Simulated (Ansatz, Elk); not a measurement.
## Bonding as seen by X-rays: Cu5Si

The structure of Cu5Si used here is made up (a known structure type with other elements) and was relaxed beforehand with PBE. The aim is the Fourier transform of its all-electron density, F(hkl), set beside the sum over free spherical atoms that refinements use.

Program: Elk 11.2.3 (patched build). Level of theory: DFT, PBE, all-electron APW+lo, Dirac cores, scalar-relativistic bands, static density, no spin. Results are calculated unless marked as measured.

The structure was built from a prototype and need not be the compound's stable phase.

## (1) Set-up

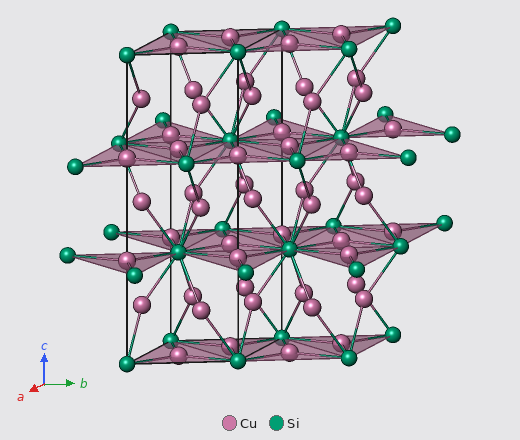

The starting structure, seen slightly off an axis (copper pink, silicon teal). 1×2×1 cells are drawn. This picture shows the conventional cell, with its axes. Some periodic images of atoms are drawn too.

## (2) Ground state and structure factors

An all-electron density is needed, since X-rays see the cores too. Task 0 finds the density and task 195 Fourier-transforms it; tshift is off so that phases refer to the origin typed.

File elk.in:

```
tasks
  0
  195

xctype
  20

spinpol
  .false.

rgkmax
  7.0

gmaxvr
  14.0

lmaxo
  7

lmaxapw
  8

swidth
  0.002

tshift
  .false.

ramdisk
  .false.

hmaxvr
  5.5

maxscl
  120

epspot
  1e-06

sppath
  './'

avec
  4.19969459717 2.42469480650 7.94189306371
  -4.19969459717 2.42469480650 7.94189306371
  0.00000000000 -4.84938961206 7.94189306400

atoms
  2
  'Cu.in'
  5
  0.1627851855 0.8372148145 0.5000000000   0.000000 0.000000 0.000000
  0.8372148145 0.5000000000 0.1627851855   0.000000 0.000000 0.000000
  0.5000000000 0.1627851855 0.8372148145   0.000000 0.000000 0.000000
  0.3344049046 0.3344049046 0.3344049046   0.000000 0.000000 0.000000
  0.6655950954 0.6655950954 0.6655950954   0.000000 0.000000 0.000000
  'Si.in'
  1
  0.0000000000 -0.0000000000 0.0000000000   0.000000 0.000000 0.000000

ngridk
  6 6 6
```

Launch:

```bash
$ OMP_NUM_THREADS=4 elk
```

Numbers of over 12 decimals in the logs are rounded to 6 here.

What it wrote:

```text
┌─────────────────────────┐
│ Elk code version 11.2.3 │
└─────────────────────────┘

All units are atomic (Hartree, Bohr, etc.)

┌─────────────────────────────────────────────────┐
│ Ground-state run starting from atomic densities │
└─────────────────────────────────────────────────┘

Lattice vectors :
   4.199694597       2.424694806       7.941893064
  -4.199694597       2.424694806       7.941893064
   0.000000000      -4.849389612       7.941893064

Reciprocal lattice vectors :
  0.7480526455      0.4318883962      0.2637148455
 -0.7480526455      0.4318883962      0.2637148455
 -0.4799683123E-17 -0.8637767925      0.2637148455

Unit cell volume      :    485.2327187
Brillouin zone volume :   0.5111984495

Muffin-tin inner radius fraction :   0.1000000000E-01

Nuclei treated as point charges

Species : 1 (Cu)
 parameters loaded from : Cu.in
 name : copper
 nuclear charge    :   -29.00000000
 electronic charge :    29.00000000
 atomic mass :    115837.2717
 muffin-tin radius :    2.385701704
 number of radial points in muffin-tin :    993
 inner part over the whole radius :   0.9910501084E-02
 number on inner part of muffin-tin    :    701
 approximate nuclear radius :   0.7406004541E-04
 number of mesh points to nuclear radius :    336
 atomic positions (lattice), magnetic fields (Cartesian) :
  1 :   0.16278519  0.83721481  0.50000000    0.00000000  0.00000000  0.00000000
  2 :   0.83721481  0.50000000  0.16278519    0.00000000  0.00000000  0.00000000
  3 :   0.50000000  0.16278519  0.83721481    0.00000000  0.00000000  0.00000000
  4 :   0.33440490  0.33440490  0.33440490    0.00000000  0.00000000  0.00000000
  5 :   0.66559510  0.66559510  0.66559510    0.00000000  0.00000000  0.00000000

Species : 2 (Si)
 parameters loaded from : Si.in
 name : silicon
 nuclear charge    :   -14.00000000
 electronic charge :    14.00000000
 atomic mass :    51196.73458
 muffin-tin radius :    2.200000000
 number of radial points in muffin-tin :    793
 inner part over the whole radius :   0.9899632250E-02
 number on inner part of muffin-tin    :    553
 approximate nuclear radius :   0.5963282101E-04
 number of mesh points to nuclear radius :    246
 atomic positions (lattice), magnetic fields (Cartesian) :
  1 :   0.00000000  0.00000000  0.00000000    0.00000000  0.00000000  0.00000000

Total number of atoms per unit cell :    6
Total muffin-tin volume :    328.9874673
 ratio of muffin-tin to unit cell volume :   0.6779993489

Spin treatment :
 spin-unpolarised

Number of Bravais lattice symmetries :   12
Number of crystal symmetries         :    6
Crystal has no inversion symmetry
Complex Hermitian eigensolver will be used

k-point grid :      6     6     6
k-point offset :    0.000000000       0.000000000       0.000000000
k-point set is reduced with full crystal symmetry group
Total number of k-points :       44

Muffin-tin radius times maximum |G+k| :    7.000000000
 using average radius
Maximum |G+k| for APW functions       :    2.972712933
Maximum (1/2)|G+k|²                   :    4.418511092
Maximum |G| for potential and density :    14.00000000
Constant for pseudocharge density :    8
 order of it for each species :   15  15
 order of it for pair densities of each species (exact exchange by exxq0 0: 16) :   10   8
Radial integration step length :    1

G-vector grid sizes :     42    42    42
Number of G-vectors :    22499

Maximum angular momentum used for
 APW functions            :    8
 outer part of muffin-tin :    7
 inner part of muffin-tin :    2

Total nuclear charge    :   -159.0000000
Total core charge       :    70.00000000
Total valence charge    :    89.00000000
Total excess charge     :    0.000000000
Total electronic charge :    159.0000000

Effective Wigner radius, rₛ :   0.8998182168

Number of empty states         :     24
Total number of valence states :     69
Total number of core states    :     70

Third-order local-orbitals added for an l without core states : T
Total number of local-orbitals :    114

[...]
xc potential                :     -396.94954795934
 exchange                    :     -347.60330258880
 correlation                 :     -7.568455
 electron entropic           :    -0.12222789253819E-02
 total energy                :     -8565.0897986715

Density of states at Fermi energy :    94.03253443
 (states/Hartree/unit cell)

Estimated indirect band gap :   0.2969961192E-03
 from k-point 16 to k-point 40
Estimated direct band gap   :   0.9114304758E-02
 at k-point 35

Charges :
 core                        :    70.00000000
 valence                     :    89.00000000
 interstitial                :    6.399512183
 muffin-tins (core leakage)
  species : 1 (Cu)
[...]
species : 2 (Si)
[...]
total in muffin-tins        :    152.6004878
 total calculated charge     :    158.9973370
 total charge                :    159.0000000
 error                       :   0.2663030206E-02

RMS change in Kohn-Sham potential (target) :   0.5570840658     (  0.1000000000E-05)
Absolute change in total energy (target)   :   0.4344774744     (  0.1000000000E-03)

[... loops 3 to 16 left out ...]

┌──────────────────┐
│ Loop number : 17 │
└──────────────────┘

Energies :
 Fermi                       :     0.280127
 sum of occupied eigenvalues :     -4893.3035632629
 electron kinetic            :      8707.6250353512
 core electron kinetic       :      7779.0535548724
 Coulomb                     :     -16913.693008156
 Coulomb potential           :     -13134.389825857
 nuclear-nuclear             :     -1436.0428963117
 electron-nuclear            :     -17872.228228852
 Hartree                     :      2394.5781170074
 Madelung                    :     -10346.498095227
 xc potential                :     -466.53877275664
 exchange                    :     -351.53424893639
 correlation                 :     -7.582174
 electron entropic           :    -0.12339843949002E-02
 total energy                :     -8565.1856295229

Density of states at Fermi energy :    103.1749268
 (states/Hartree/unit cell)

Estimated indirect band gap :   0.7325174151E-03
 from k-point 28 to k-point 34
Estimated direct band gap   :   0.7143596963E-02
 at k-point 30

Charges :
 core                        :    70.00000000
 valence                     :    89.00000000
 interstitial                :    5.292214241
 muffin-tins (core leakage)
  species : 1 (Cu)
[...]
species : 2 (Si)
[...]
total in muffin-tins        :    153.7077858
 total calculated charge     :    158.9974542
 total charge                :    159.0000000
 error                       :   0.2545774789E-02

RMS change in Kohn-Sham potential (target) :   0.8622601006E-06 (  0.1000000000E-05)
Absolute change in total energy (target)   :   0.2002965084E-04 (  0.1000000000E-03)

Convergence targets achieved

┌──────────────────┐
│ Loop number : 18 │
└──────────────────┘

Energies :
 Fermi                       :     0.280127
 sum of occupied eigenvalues :     -4893.3035334905
 electron kinetic            :      8707.6249966398
 core electron kinetic       :      7779.0535670549
 Coulomb                     :     -16913.692936487
 Coulomb potential           :     -13134.389847808
 nuclear-nuclear             :     -1436.0428963117
 electron-nuclear            :     -17872.228065332
 Hartree                     :      2394.5780251574
 Madelung                    :     -10346.498012583
 xc potential                :     -466.53868232264
 exchange                    :     -351.53424359005
 correlation                 :     -7.582174
 electron entropic           :    -0.12339845421939E-02
 total energy                :     -8565.1855911783

Density of states at Fermi energy :    103.1749384
 (states/Hartree/unit cell)

Estimated indirect band gap :   0.7325169241E-03
 from k-point 28 to k-point 34
Estimated direct band gap   :   0.7143586161E-02
 at k-point 30

Charges :
 core                        :    70.00000000
 valence                     :    89.00000000
 interstitial                :    5.292215166
 muffin-tins (core leakage)
  species : 1 (Cu)
[...]
atom 4                    :    28.31241589     (  0.1724972079E-03)
   atom 5                    :    28.31241589     (  0.1724972079E-03)
  species : 2 (Si)
   atom 1                    :    12.17568414     (  0.1311720344E-02)
 total in muffin-tins        :    153.7077848
 total calculated charge     :    158.9974542
 total charge                :    159.0000000
 error                       :   0.2545774729E-02

┌──────────────────────────────┐
│ Self-consistent loop stopped │
└──────────────────────────────┘

Warning : core states of species 1 leak from the muffin-tin :   0.1724972079E-03

Warning : core states of species 2 leak from the muffin-tin :   0.1311720344E-02

Wrote STATE.OUT
```

Elapsed: 51 s, on 4 threads of Arm Neoverse V2, shared host; peak memory 0.19 GiB.

SFACRHO.OUT:

```text

h k l indices transformed by vhmat matrix:
   1.000000000       0.000000000       0.000000000    
   0.000000000       1.000000000       0.000000000    
   0.000000000       0.000000000       1.000000000    

      h      k      l  multipl.   |H|            Re(F)            Im(F)           |F|

      0      0      0      1   0.0000000       159.00000      0.79467520E-18   159.00000    
      1      1      1      2  0.79114454      -14.697474      0.52961508E-13   14.697474    
      1      0      0      6  0.90313668      -13.727245      0.16075241E-12   13.727245    
      0     -1     -1      6   1.0120733      -14.777113      0.78112285E-13   14.777113    
     -1     -2     -1      6   1.3633923      -15.504328     -0.53552471E-12   15.504328    
      1      0     -1      3   1.4961053       20.340568      -57.834204       61.306883    
      1     -1      0      3   1.4961053       20.340568       57.834204       61.306883    
      1      2      2      6   1.5763085      -10.634495     -0.11493085E-12   10.634495    
     -2     -2     -2      2   1.5822891       117.85662      0.46598401E-12   117.85662    
      0     -1     -2      6   1.6924068       82.804767       54.984305       99.397703    
      0     -2     -1      6   1.6924068       82.804767      -54.984305       99.397703    
      1     -1      1      6   1.7475660      -14.329223     -0.36471421E-12   14.329223    
      0      2      0      6   1.8062734      -9.8467583      0.19117633E-13   9.8467583    
      2      2      0      6   2.0241467      -10.592657      0.40432072E-13   10.592657    
     -2     -3     -2      6   2.0380974      -12.047441     -0.90802483E-12   12.047441    
     -1     -3     -1      6   2.1732647      -11.353717     -0.10550419E-11   11.353717    
      1      3      2      6   2.1776064       17.213986      -48.571337       51.531506    
     -1     -3     -2      6   2.1776064       17.213986       48.571337       51.531506
```

Elk indexes on the primitive cell of elk.in and gives |H| = 4π sin θ/λ in inverse bohr. Below, one row stands for each form hkl of the conventional cell (m members, Friedel mates merged), F is for one primitive cell and the density is static (no thermal factor). Free-atom factors are Waasmaier and Kirfel's, and R is Σm||F|−|F'||/Σm|F|.

| hkl | m | sin θ/λ (Å⁻¹) | abs F, DFT | neutral atoms | diff. | abs of complex diff. |
| --- | --- | --- | --- | --- | --- | --- |
| 003 | 2 | 0.119 | 14.697 | 14.872 | -0.174 | 0.174 |
| 101 | 6 | 0.136 | 13.727 | 13.950 | -0.223 | 0.223 |
| 012 | 6 | 0.152 | 14.777 | 15.037 | -0.260 | 0.260 |
| 104 | 6 | 0.205 | 15.504 | 15.833 | -0.329 | 0.329 |
| 110 | 6 | 0.225 | 61.307 | 62.228 | -0.921 | 0.925 |
| 015 | 6 | 0.237 | 10.634 | 10.890 | -0.256 | 0.256 |
| 006 | 2 | 0.238 | 117.857 | 119.704 | -1.847 | 1.847 |
| 113 | 12 | 0.255 | 99.398 | 101.010 | -1.612 | 1.612 |
| 021 | 6 | 0.263 | 14.329 | 14.607 | -0.277 | 0.277 |
| 202 | 6 | 0.272 | 9.847 | 10.053 | -0.207 | 0.207 |
| 024 | 6 | 0.304 | 10.593 | 10.761 | -0.169 | 0.169 |
| 107 | 6 | 0.306 | 12.047 | 12.243 | -0.196 | 0.196 |
| 205 | 6 | 0.327 | 11.354 | 11.495 | -0.142 | 0.142 |
| 116 | 12 | 0.328 | 51.531 | 52.063 | -0.531 | 0.532 |
| 018 | 6 | 0.343 | 9.508 | 9.633 | -0.125 | 0.125 |
| 211 | 12 | 0.346 | 11.129 | 11.267 | -0.138 | 0.139 |
| 122 | 12 | 0.353 | 9.683 | 9.798 | -0.115 | 0.115 |
| 009 | 2 | 0.357 | 10.241 | 10.334 | -0.093 | 0.093 |

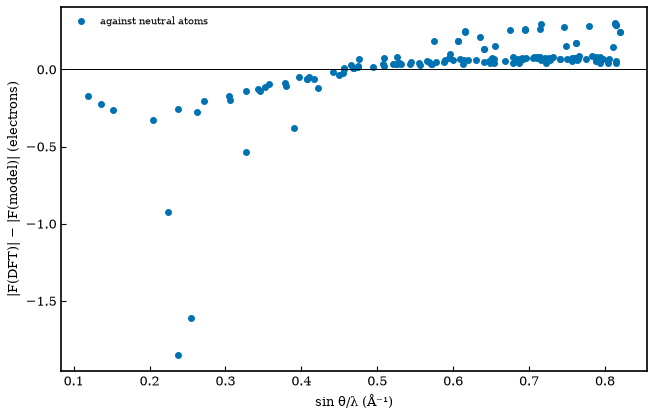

Difference between the calculated structure factors and the independent-atom ones.

## (3) The highest occupied states alone

An energy window below the Fermi level keeps the highest occupied states, to see at which angles they scatter; shallow core shells can lie inside it and anion s states outside. No new self-consistency is needed.

Changes to elk.in since step 2:

```diff
@@ -1,3 +1,2 @@
 tasks
-  0
   195
@@ -40,2 +39,5 @@
 
+wsfac
+  -0.160860 0.580130
+
 sppath
```

Launch:

```bash
$ OMP_NUM_THREADS=4 elk
```

What it wrote:

```text
┌─────────────────────────────────┐
│ Elk code version 11.2.3 started │
└─────────────────────────────────┘

Info(readinput): the functional depends on the density's gradient
 muffin-tin radial points multiplied by    2.00000
 (not where nrmtscf is given)

┌────────────────────┐
│ Current task : 195 │
└────────────────────┘
Info(checkmt): changed muffin-tin radius of species 1 (Cu) from   2.4000 to   2.3857

Info(sfacrho): density structure factors written to SFACRHO.OUT

 Energy window :  -0.1608600000      0.5801300000

┌──────────────────┐
│ Elk code stopped │
└──────────────────┘
```

The job ended after 7.4 s (4 threads; peak memory 0.16 GiB).

States within 12 eV below the Fermi level hold 59.00 electrons; any levels below the window count with the cores. Their amplitudes can exceed the total, where window and core parts have opposite phase:

| hkl | sin θ/λ (Å⁻¹) | abs F, window | abs F, all |
| --- | --- | --- | --- |
| 003 | 0.119 | 6.949 | 14.697 |
| 101 | 0.136 | 6.585 | 13.727 |
| 012 | 0.152 | 6.871 | 14.777 |
| 104 | 0.205 | 6.764 | 15.504 |
| 110 | 0.225 | 16.262 | 61.307 |
| 015 | 0.237 | 5.156 | 10.634 |
| 006 | 0.238 | 29.291 | 117.857 |
| 113 | 0.255 | 23.903 | 99.398 |
| 021 | 0.263 | 5.896 | 14.329 |
| 202 | 0.272 | 4.671 | 9.847 |

## (4) Another functional

The difference from free atoms is small, so it is set against the change that LDA (Perdew-Wang) makes.

Changes to elk.in since step 3:

```diff
@@ -1,2 +1,3 @@
 tasks
+  0
   195
@@ -4,3 +5,3 @@
 xctype
-  20
+  3
 
@@ -39,5 +40,2 @@
 
-wsfac
-  -0.160860 0.580130
-
 sppath
```

Launch:

```bash
$ OMP_NUM_THREADS=4 elk
```

What it wrote:

```text
┌─────────────────────────┐
│ Elk code version 11.2.3 │
└─────────────────────────┘

All units are atomic (Hartree, Bohr, etc.)

┌─────────────────────────────────────────────────┐
│ Ground-state run starting from atomic densities │
└─────────────────────────────────────────────────┘

Lattice vectors :
   4.199694597       2.424694806       7.941893064
  -4.199694597       2.424694806       7.941893064
   0.000000000      -4.849389612       7.941893064

Reciprocal lattice vectors :
  0.7480526455      0.4318883962      0.2637148455
[...]
atom 5                    :    28.32656212     (  0.1774359498E-03)
  species : 2 (Si)
   atom 1                    :    12.17351763     (  0.1335734916E-02)
 total in muffin-tins        :    153.7712589
 total calculated charge     :    158.9973861
 total charge                :    159.0000000
 error                       :   0.2613937326E-02

┌──────────────────────────────┐
│ Self-consistent loop stopped │
└──────────────────────────────┘

Warning : core states of species 1 leak from the muffin-tin :   0.1774359498E-03

Warning : core states of species 2 leak from the muffin-tin :   0.1335734916E-02

Wrote STATE.OUT
[key lines of the parts left out:]
total energy                :     -8551.4424007612
```

Run time: 35 s. Hardware: 4 threads; peak memory 0.16 GiB.

Against the first run R = 0.08 %; the largest change is -0.093 at 300.

## (5) Basis size

The basis and the expansions that go with it are enlarged, to see whether the differences are converged.

Changes to elk.in since step 4:

```diff
@@ -5,3 +5,3 @@
 xctype
-  3
+  20
 
@@ -11,12 +11,12 @@
 rgkmax
-  7.0
+  8.5
 
 gmaxvr
-  14.0
+  18.0
 
 lmaxo
-  7
+  9
 
 lmaxapw
-  8
+  10
```

Launch:

```bash
$ OMP_NUM_THREADS=4 elk
```

What it wrote:

```text
┌─────────────────────────┐
│ Elk code version 11.2.3 │
└─────────────────────────┘

All units are atomic (Hartree, Bohr, etc.)

┌─────────────────────────────────────────────────┐
│ Ground-state run starting from atomic densities │
└─────────────────────────────────────────────────┘

Lattice vectors :
   4.199694597       2.424694806       7.941893064
  -4.199694597       2.424694806       7.941893064
   0.000000000      -4.849389612       7.941893064

Reciprocal lattice vectors :
  0.7480526455      0.4318883962      0.2637148455
[...]
atom 5                    :    28.31874368     (  0.1725893780E-03)
  species : 2 (Si)
   atom 1                    :    12.17734407     (  0.1312323675E-02)
 total in muffin-tins        :    153.7412283
 total calculated charge     :    158.9977625
 total charge                :    159.0000000
 error                       :   0.2237542007E-02

┌──────────────────────────────┐
│ Self-consistent loop stopped │
└──────────────────────────────┘

Warning : core states of species 1 leak from the muffin-tin :   0.1725893780E-03

Warning : core states of species 2 leak from the muffin-tin :   0.1312323675E-02

Wrote STATE.OUT
[key lines of the parts left out:]
total energy                :     -8565.2083332242
```

The job ended after 2.1 min (4 threads; peak memory 0.35 GiB).

Against the first run R = 0.01 %; the largest change is -0.012 at 036.

## (6) Settings against the effect

| run | R against the first run (%) | R against neutral atoms, low angle (%) | wall time |
| --- | --- | --- | --- |
| PBE, rgkmax 7 | 0.00 | 1.66 | 51 s |
| LDA (Perdew-Wang) | 0.08 | 1.69 | 35 s |
| rgkmax 8.5 with larger expansions | 0.01 | 1.65 | 2.1 min |

## (7) Results

```json
{
 "R against neutral atoms, sin θ/λ < 0.3 Å⁻¹": "1.66 %",
 "R against neutral atoms, 0.3 to 0.82 Å⁻¹": "0.56 %"
}
```

**Reading.** Independent neutral atoms miss the calculated amplitudes by R = 1.66 % below 0.3 Å⁻¹ and 0.56 % from there to 0.82 Å⁻¹; by shells, 1.51 % below 0.15 Å⁻¹ (2 forms), 1.67 % 0.15 to 0.3 (8 forms), 0.65 % 0.3 to 0.45 (18 forms), 0.54 % above 0.45 (121 forms). Bonding, aspherical density and the tables' own atoms all enter these figures, and the runs don't part them. The largest change of an amplitude is -1.85 electrons, at 006. The window's part falls from 59.0 electrons at the origin to at most 12.52 between 0.45 and 0.82 Å⁻¹, where compact states inside the window still scatter. Below 0.3 Å⁻¹ the changes that finished (LDA (Perdew-Wang) and rgkmax 8.5 with larger expansions) move F by R = 0.04 % at most, against the 1.66 % that separates it from free atoms. The k-mesh has no finished test. These runs have no spin, though d or f shells may be open. Part of the difference isn't bonding: the tables are fits to free atoms and ions calculated by other methods than this functional. Thermal motion, anomalous dispersion and extinction are left out.

[Logs are printed without paths, hosts, clocks, repeated set-up lines and the standing remarks that a program may print on its own settings, such as how far it seeks lower states.]

[Hosts, paths, dates, database ids (printed as entryN), source tags and the programs' standing remarks are cut or masked in the printed files.]
